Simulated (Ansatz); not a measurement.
The starting structures come from a database of crystals and need not be the phases stable at ambient conditions.

 Where the default PAW files enter, the runs use the earlier of Ansatz's two default sets.

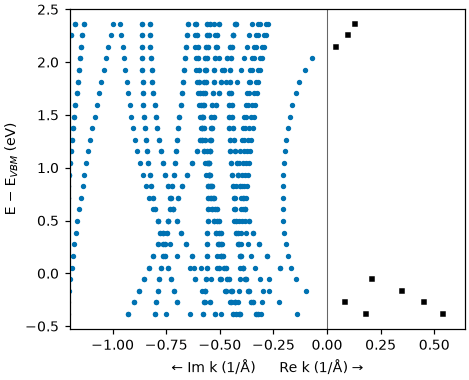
Fig. 1. Complex bands at the centre of the two-dimensional zone; PBEsol (Ansatz, a quantum-chemistry and plane-wave program)

The gap is the functional's own, uncorrected, and κ follows it; spin-orbit coupling is left out. Mid-gap values are interpolated between the computed energies.

Q: This is Ge3N4 (P6_3/m, not sure to be the ambient phase, 14 atoms a cell, 12.4 Å³ an atom) along the normal of (111). Read off the slowest decay at the centre of the two-dimensional zone at 1.04 eV, the computed energy nearest the middle of the gap.

A: κ ≈ 0.20 1/Å, a decay length 1/(2κ) of the density of 2.5 Å.
